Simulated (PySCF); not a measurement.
Run report: C$_{2}$H$_{6}$FNSi, geometry relaxation

C$_{2}$H$_{6}$FNSi, computed with PBE0-D3(BJ)/def2-SVP geometry optimisation, gas phase (PySCF 2.14.0).

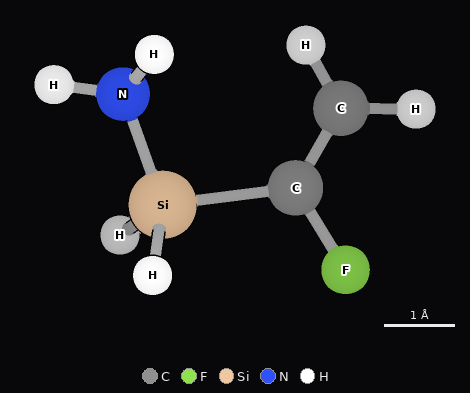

**Figure 1.** The structure as given in the input (ball-and-stick view, seen at a tilt). Bond lengths as drawn: C–C 1.33 Å, C–F 1.37 Å, C–H 1.03 to 1.09 Å, C–Si 1.93 Å, H–N 1.00 to 1.02 Å, H–Si 1.43 to 1.47 Å and N–Si 1.71 Å.

### Input file
```
{"job": {"xc": "PBE0", "basis": "def2-SVP", "d3": "d3bj", "grid": 1, "shake": 0.01, "kind": "geom"}, "charge": 0, "multiplicity": 1}
C     -1.604990    -0.819650    -0.283830
C     -1.041720     0.383500    -0.319640
F     -1.838610     1.479990    -0.547860
Si     0.833740     0.811000    -0.119100
N      1.503380    -0.623120     0.531990
H     -1.042090    -1.672710    -0.126150
H     -2.677580    -0.916740    -0.430020
H      0.886460     2.037160     0.692390
H      1.436000     1.014150    -1.397090
H      1.083240    -1.050490     1.360280
H      2.500290    -0.668920     0.623370
```

The first line tells a small driver script what to run in PySCF; the rest is the geometry in Å.

Machine: 1 CPU thread, shared host.

Command:
```bash
OMP_NUM_THREADS=1 python <driver script> task.json out
```

### The program's output
```
step   0  E = -523.25516029  max force = 0.037474
step   1  E = -523.25990264  max force = 0.014494
step   2  E = -523.26156725  max force = 0.007215
step   3  E = -523.26222610  max force = 0.004800
step   4  E = -523.26227205  max force = 0.003808
step   5  E = -523.26242952  max force = 0.002201
step   6  E = -523.26249166  max force = 0.000917
step   7  E = -523.26258303  max force = 0.001452
step   8  E = -523.26265550  max force = 0.002376
step   9  E = -523.26269076  max force = 0.001914
step  10  E = -523.26271527  max force = 0.000668
step  11  E = -523.26272559  max force = 0.000326
optimisation converged
```

### Trajectory as extended XYZ (Å, eV, eV/Å), 12 frames, from step=0 to step=11
```
11
Properties=species:S:1:pos:R:3:forces:R:3 step=0 energy=-14238.49815
C    -1.6050   -0.8196   -0.2838   -1.2004   1.9054  -0.3212
C    -1.0417    0.3835   -0.3196    0.1836   1.0837  -0.1753
F    -1.8386    1.4800   -0.5479    0.5824  -0.7331   0.1611
Si    0.8337    0.8110   -0.1191   -1.8469  -0.6386   0.6357
N     1.5034   -0.6231    0.5320   -0.2333  -0.5703   0.6287
H    -1.0421   -1.6727   -0.1262    1.4086  -1.9270   0.3432
H    -2.6776   -0.9167   -0.4300   -0.2642  -0.0356  -0.0139
H     0.8865    2.0372    0.6924    0.0813   0.4429   0.2144
H     1.4360    1.0142   -1.3971    0.6012   0.3738  -1.1589
H     1.0832   -1.0505    1.3603    0.0259   0.2336  -0.2600
H     2.5003   -0.6689    0.6234    0.6618  -0.1348  -0.0538
11
Properties=species:S:1:pos:R:3:forces:R:3 step=1 energy=-14238.62720
C    -1.7697   -0.4727   -0.3977    0.0969  -0.7453   0.0646
C    -0.9861    0.5950   -0.3767    0.7448  -0.0682   0.2215
F    -1.4387    1.8356   -0.5778   -0.3153   0.2083  -0.0926
Si    0.8842    0.5578   -0.0642   -0.0453   0.5077  -0.2525
N     1.3894   -0.9449    0.6391   -0.2599   0.0936   0.0645
H    -1.2528   -1.4378   -0.2363   -0.4263   0.3029  -0.0687
H    -2.8476   -0.4475   -0.5755   -0.0028   0.0261  -0.0084
H     1.1342    1.7957    0.7462    0.0517  -0.0509   0.0607
H     1.5730    0.7704   -1.3799    0.0738  -0.1540   0.1458
H     0.9745   -1.1683    1.5422    0.0836  -0.0391  -0.0843
H     2.3892   -1.1175    0.6722   -0.0012  -0.0813  -0.0506
11
Properties=species:S:1:pos:R:3:forces:R:3 step=2 energy=-14238.67250
C    -1.7526   -0.4925   -0.3847    0.0370  -0.3233   0.0601
C    -0.9518    0.5738   -0.3688   -0.1640  -0.3710   0.0308
F    -1.5019    1.7757   -0.6021    0.0979   0.3139  -0.0408
Si    0.9124    0.6034   -0.0614    0.0023   0.1676  -0.0735
N     1.3852   -0.9159    0.6243   -0.0959   0.0576   0.0625
H    -1.3777   -1.5069   -0.2118    0.1642   0.2042  -0.0069
H    -2.8229   -0.3868   -0.5790   -0.0437   0.0953  -0.0098
H     1.1718    1.8262    0.7687   -0.0175  -0.0210   0.0039
H     1.6441    0.7823   -1.3521    0.0174  -0.0338   0.0351
H     0.9658   -1.1630    1.5164    0.0300  -0.0382  -0.0129
H     2.3774   -1.1306    0.6422   -0.0278  -0.0512  -0.0485
11
Properties=species:S:1:pos:R:3:forces:R:3 step=3 energy=-14238.69042
C    -1.7220   -0.5040   -0.3672   -0.0826   0.2468  -0.0175
C    -0.9542    0.5883   -0.3704   -0.0109  -0.0966  -0.0114
F    -1.4844    1.8030   -0.6164   -0.0894  -0.1132  -0.0130
Si    0.9040    0.6282   -0.0653    0.0541  -0.0159   0.0103
N     1.3308   -0.9087    0.6099    0.0355   0.0185   0.0653
H    -1.2784   -1.4811   -0.1787    0.1101  -0.0151   0.0048
H    -2.7982   -0.4449   -0.5554    0.0023   0.0268  -0.0002
H     1.1788    1.8411    0.7731   -0.0229  -0.0095  -0.0046
H     1.6568    0.7816   -1.3441    0.0201   0.0170  -0.0113
H     0.9049   -1.1665    1.4948    0.0114  -0.0158   0.0155
H     2.3114   -1.1711    0.6116   -0.0277  -0.0430  -0.0379
11
Properties=species:S:1:pos:R:3:forces:R:3 step=4 energy=-14238.69168
C    -1.7238   -0.4956   -0.3648    0.1511  -0.0567   0.0462
C    -0.9535    0.5906   -0.3729   -0.1958   0.1893  -0.1001
F    -1.5041    1.7939   -0.6310    0.0544   0.0372   0.0149
Si    0.9063    0.6326   -0.0630    0.0091  -0.0756   0.0075
N     1.3212   -0.9087    0.6135    0.0199   0.0489   0.0552
H    -1.2340   -1.4498   -0.1735   -0.0821  -0.1432   0.0080
H    -2.8018   -0.4540   -0.5497    0.0609   0.0119   0.0043
H     1.1801    1.8448    0.7749   -0.0201  -0.0039   0.0038
H     1.6672    0.7800   -1.3383    0.0107   0.0158  -0.0030
H     0.8979   -1.1707    1.4986    0.0103   0.0023   0.0055
H     2.2940   -1.1972    0.5980   -0.0185  -0.0259  -0.0423
11
Properties=species:S:1:pos:R:3:forces:R:3 step=5 energy=-14238.69596
C    -1.7187   -0.4979   -0.3646   -0.0022  -0.0526   0.0134
C    -0.9549    0.5925   -0.3762    0.0195   0.1132  -0.0419
F    -1.5026    1.7966   -0.6347    0.0104  -0.0284   0.0109
Si    0.9059    0.6329   -0.0617   -0.0062  -0.0678  -0.0040
N     1.3237   -0.9065    0.6179   -0.0003   0.0579   0.0467
H    -1.2509   -1.4651   -0.1735   -0.0148  -0.0103   0.0038
H    -2.7948   -0.4452   -0.5515   -0.0037  -0.0039  -0.0029
H     1.1748    1.8463    0.7753   -0.0115  -0.0005   0.0110
H     1.6681    0.7830   -1.3366    0.0099   0.0058   0.0077
H     0.9052   -1.1682    1.5055    0.0141   0.0057  -0.0039
H     2.2938   -1.2025    0.5919   -0.0151  -0.0189  -0.0409
11
Properties=species:S:1:pos:R:3:forces:R:3 step=6 energy=-14238.69765
C    -1.7156   -0.4980   -0.3645   -0.0242  -0.0061  -0.0011
C    -0.9547    0.5952   -0.3817    0.0404   0.0348  -0.0086
F    -1.5038    1.7970   -0.6446    0.0010  -0.0293  -0.0015
Si    0.9050    0.6346   -0.0590   -0.0059  -0.0472  -0.0081
N     1.3213   -0.9028    0.6232   -0.0037   0.0419   0.0386
H    -1.2522   -1.4663   -0.1658    0.0035   0.0197  -0.0037
H    -2.7910   -0.4448   -0.5552   -0.0130  -0.0101   0.0008
H     1.1700    1.8479    0.7793   -0.0094   0.0002   0.0108
H     1.6740    0.7838   -1.3301    0.0077   0.0037   0.0073
H     0.9120   -1.1641    1.5147    0.0147   0.0044   0.0005
H     2.2846   -1.2166    0.5754   -0.0113  -0.0121  -0.0351
11
Properties=species:S:1:pos:R:3:forces:R:3 step=7 energy=-14238.70014
C    -1.7133   -0.4960   -0.3661   -0.0322   0.0414  -0.0177
C    -0.9551    0.6001   -0.3925    0.0463  -0.0746   0.0200
F    -1.5050    1.7968   -0.6691   -0.0072   0.0018  -0.0072
Si    0.9019    0.6359   -0.0520   -0.0004   0.0069  -0.0186
N     1.3184   -0.8952    0.6375   -0.0141   0.0062   0.0270
H    -1.2509   -1.4625   -0.1564    0.0129   0.0363   0.0015
H    -2.7881   -0.4455   -0.5618   -0.0133  -0.0144  -0.0012
H     1.1587    1.8499    0.7883   -0.0082  -0.0020   0.0081
H     1.6844    0.7821   -1.3151    0.0030   0.0004   0.0046
H     0.9340   -1.1543    1.5398    0.0140   0.0015   0.0076
H     2.2643   -1.2457    0.5390   -0.0010  -0.0034  -0.0241
11
Properties=species:S:1:pos:R:3:forces:R:3 step=8 energy=-14238.70211
C    -1.7137   -0.4915   -0.3698   -0.0228   0.0553  -0.0218
C    -0.9550    0.6044   -0.4068    0.0245  -0.1222   0.0458
F    -1.5021    1.7963   -0.7043   -0.0030   0.0328  -0.0246
Si    0.8976    0.6369   -0.0416    0.0050   0.0521  -0.0213
N     1.3169   -0.8864    0.6564   -0.0176  -0.0238   0.0202
H    -1.2506   -1.4517   -0.1353    0.0108   0.0215  -0.0063
H    -2.7866   -0.4476   -0.5782   -0.0066  -0.0100   0.0043
H     1.1416    1.8511    0.8024   -0.0040  -0.0080   0.0064
H     1.6970    0.7803   -1.2944   -0.0054  -0.0008  -0.0011
H     0.9711   -1.1421    1.5744    0.0113   0.0014   0.0098
H     2.2333   -1.2838    0.4888    0.0077   0.0017  -0.0115
11
Properties=species:S:1:pos:R:3:forces:R:3 step=9 energy=-14238.70307
C    -1.7181   -0.4873   -0.3741   -0.0112   0.0399  -0.0148
C    -0.9549    0.6051   -0.4138    0.0092  -0.0984   0.0237
F    -1.4942    1.7962   -0.7297    0.0011   0.0342  -0.0111
Si    0.8947    0.6360   -0.0335    0.0075   0.0484  -0.0141
N     1.3192   -0.8822    0.6708   -0.0146  -0.0266   0.0078
H    -1.2563   -1.4451   -0.1280    0.0039   0.0080   0.0056
H    -2.7895   -0.4450   -0.5902    0.0002  -0.0032  -0.0028
H     1.1314    1.8494    0.8130   -0.0028  -0.0081   0.0051
H     1.7005    0.7781   -1.2823   -0.0068  -0.0003  -0.0032
H     1.0028   -1.1333    1.6002    0.0076   0.0035   0.0068
H     2.2141   -1.3061    0.4595    0.0059   0.0027  -0.0031
11
Properties=species:S:1:pos:R:3:forces:R:3 step=10 energy=-14238.70373
C    -1.7253   -0.4815   -0.3796    0.0008   0.0063   0.0015
C    -0.9536    0.6041   -0.4199   -0.0090  -0.0344   0.0093
F    -1.4804    1.7972   -0.7534    0.0082   0.0190  -0.0116
Si    0.8928    0.6333   -0.0254    0.0075   0.0251   0.0020
N     1.3231   -0.8814    0.6827   -0.0099  -0.0181  -0.0092
H    -1.2707   -1.4374   -0.1143   -0.0017  -0.0061  -0.0022
H    -2.7937   -0.4377   -0.6100    0.0035   0.0060   0.0003
H     1.1226    1.8442    0.8259   -0.0002  -0.0050   0.0034
H     1.7010    0.7771   -1.2724   -0.0053   0.0010  -0.0028
H     1.0344   -1.1274    1.6222    0.0045   0.0056   0.0042
H     2.1993   -1.3245    0.4358    0.0015   0.0006   0.0050
11
Properties=species:S:1:pos:R:3:forces:R:3 step=11 energy=-14238.70402
C    -1.7305   -0.4766   -0.3827    0.0012  -0.0076   0.0071
C    -0.9517    0.6036   -0.4217   -0.0058   0.0042  -0.0093
F    -1.4680    1.7990   -0.7664    0.0053   0.0032   0.0002
Si    0.8930    0.6305   -0.0206    0.0038   0.0031   0.0072
N     1.3242   -0.8842    0.6877   -0.0072  -0.0099  -0.0168
H    -1.2835   -1.4343   -0.1109   -0.0027  -0.0042   0.0023
H    -2.7970   -0.4273   -0.6204    0.0028   0.0071  -0.0027
H     1.1211    1.8388    0.8344    0.0004  -0.0019   0.0017
H     1.6999    0.7760   -1.2680   -0.0005   0.0020  -0.0005
H     1.0485   -1.1258    1.6321    0.0023   0.0050   0.0035
H     2.1934   -1.3337    0.4281    0.0004  -0.0010   0.0073
```

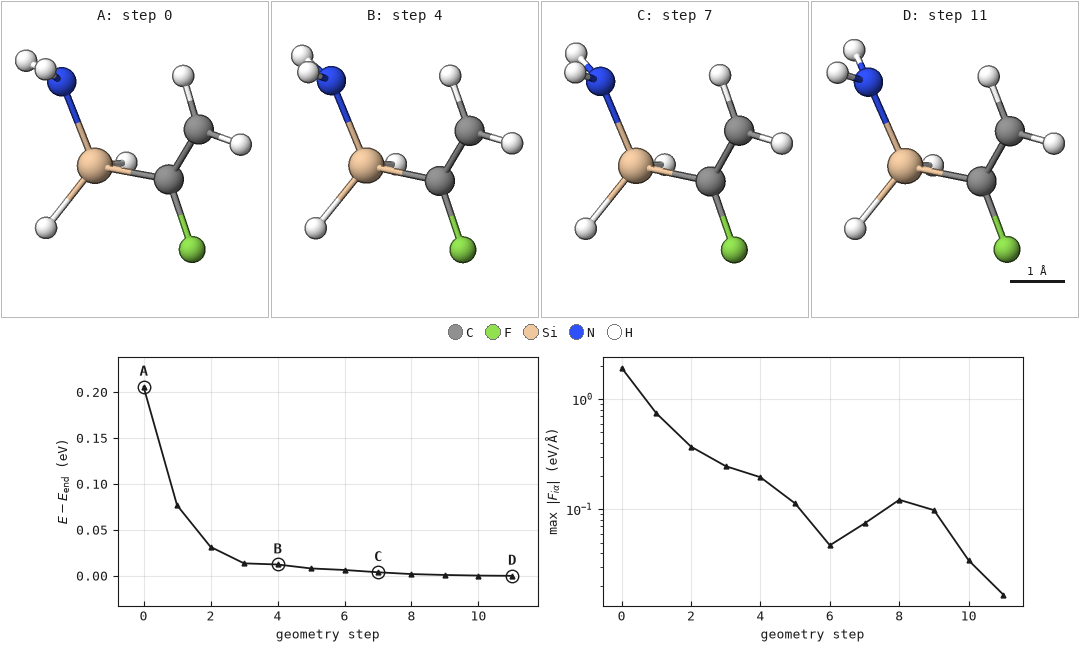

**Figure 2.** Frames of the relaxation (ball-and-stick view, seen at a tilt) above the curves, on which the letters mark them (steps are counted from 0).

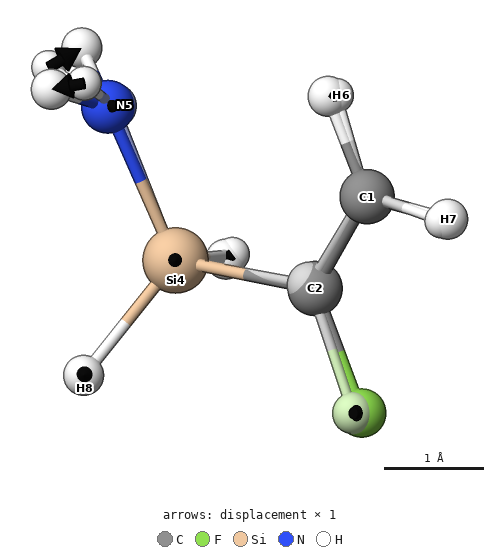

**Figure 3.** Start (faint) and end (solid) with the displacements as black arrows, at true length (ball-and-stick view, seen at a tilt). The two geometries are laid on each other by the best rigid fit. The energy falls by 0.206 eV in 11 geometry steps. The largest force component goes from 1.9 to 0.017 eV/Å. The largest move after the best rigid fit is that of H11, 0.40 Å. By element the largest moves are H 0.40 Å, F 0.14 Å, Si 0.10 Å, N 0.08 Å, C 0.07 Å. Distances before and after: Si4–H9 1.427 → 1.493 Å, C1–H6 1.034 → 1.091 Å, C2–Si4 1.934 → 1.888 Å, C2–F3 1.375 → 1.347 Å. Among the angles that change: C2–Si4–N5 103.5° → 108.6°, H10–N5–H11 108.4° → 111.5°, C2–C1–H6 121.3° → 118.6°. (Atoms are counted from 1 in the order of the input.)

### Results in brief

| quantity | value |
| --- | --- |
| outcome | converged |
| total energy | −523.262726 hartree |
| dipole moment | 2.68 D |
| point group | C1 |
| wall time | 73 s |
| peak memory | 0.42 GiB |
